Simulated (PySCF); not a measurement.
# CH₇ClOSi₂, SMILES `[SiH3]O[SiH2]CCl`: electronic structure

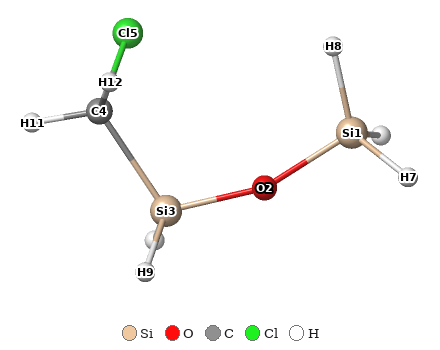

The molecule, with its atoms numbered as below. No frequency check shows the geometry to be a minimum.

Coordinates in Å:

```
Si1      2.1693    0.7431    0.0738
O2       1.1985   -0.5651   -0.0115
Si3     -0.1598   -1.4077   -0.2057
C4      -1.6049   -0.4661    0.6193
Cl5     -1.8240    1.1111   -0.1858
H6       2.3496    1.2330   -1.2899
H7       3.3959    0.2079    0.6579
H8       1.5264    1.7345    0.9322
H9       0.0511   -2.6634    0.5087
H10     -0.4303   -1.5361   -1.6331
H11     -2.5526   -0.9915    0.5347
H12     -1.4233   -0.2511    1.6704
```

### 1. Bonding charge

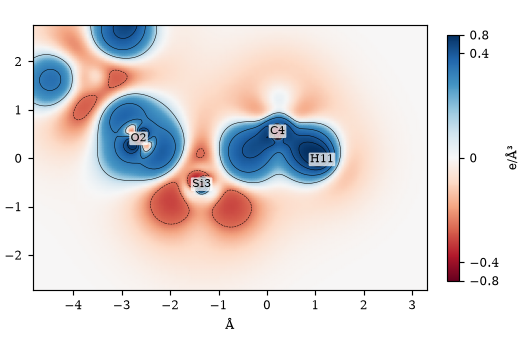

Deformation density (molecule less spherical, spin-averaged free atoms) in the plane of O2, Si3, C4 and H11; colour scale in e/Å³, logarithmic beyond ±0.1; blue: gain, red: loss.

PySCF calculation, CAM-B3LYP/6-311+G**, gas phase; geometry: GFN2-xTB.

> How much density has each bond in this plane gained at its critical point, relative to the free atoms?

C4–H11: +0.74 e/Å³ at the bond critical point (bond length 1.09 Å). Si3–C4: +0.17 e/Å³ at the bond critical point (bond length 1.91 Å). O2–Si3: +0.05 e/Å³ at the bond critical point (bond length 1.61 Å); up to 0.6 Å beside the axis the gain reaches +0.35 e/Å³. In all, 3.2 electrons gather in the regions of gain relative to the promolecule. A small or negative value marks a very polar bond, one between electron-rich atoms, whose free-atom densities already overlap strongly, a long bond to a heavier atom, or a closed-shell contact such as a hydrogen bond.

> Where do the Hirshfeld charges lie?

The highest Hirshfeld charge is on Si3 (+0.44 e), the lowest on O2 (−0.34 e).

### 2. Local ionisation energy

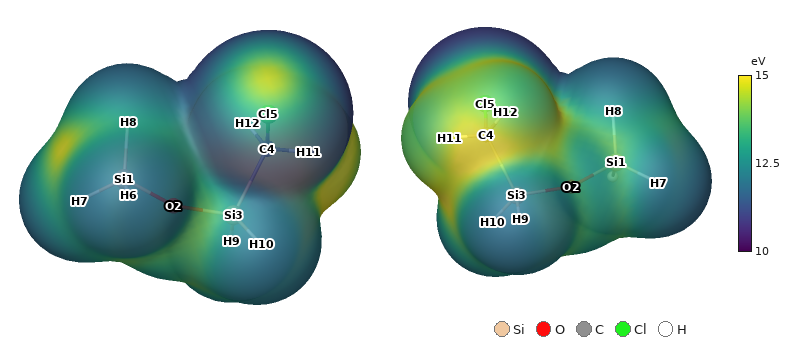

Average local ionisation energy on the surface of electron density 0.001 a.u. (back view left, front view right).

> Locate the minima of the map.

The lowest value is 10.9 eV, 2.2 Å from Cl5. Further minima include 11.0 eV, 2.2 Å from Cl5; 11.6 eV, 1.5 Å from H7; 11.7 eV, 1.5 Å from H6. For comparison, the highest occupied orbital lies at −9.4 eV.

### 3. Localised orbitals

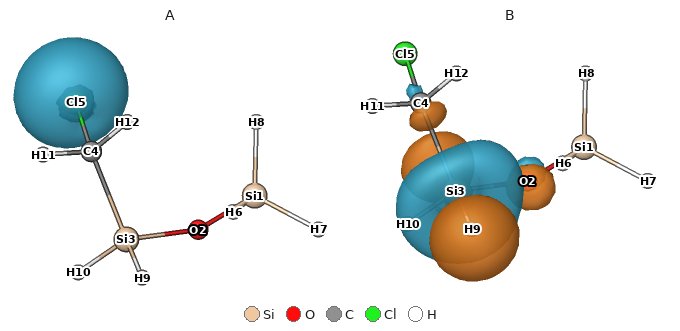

Intrinsic bond orbitals (IBO), occupied and valence-virtual; each surface holds about 80 % of the orbital's density. Energies are diagonal elements of the Fock matrix.

PySCF calculation, TPSS/cc-pVDZ, gas phase; geometry: GFN2-xTB.

> Identify each orbital.

By panel:
- A: lone pair on Cl5 (s-type) (Cl5 100 %; −17.2 eV)
- B: σ* orbital Si3–H9 (Si3 54 %, H9 42 %; 6.0 eV)

> How do all the valence pairs divide up?

16 pairs: 11 σ bonds and 5 lone pairs.

The PySCF runs shown took 32 s and 36 s on 1 thread of Arm Neoverse V2, on a shared host.
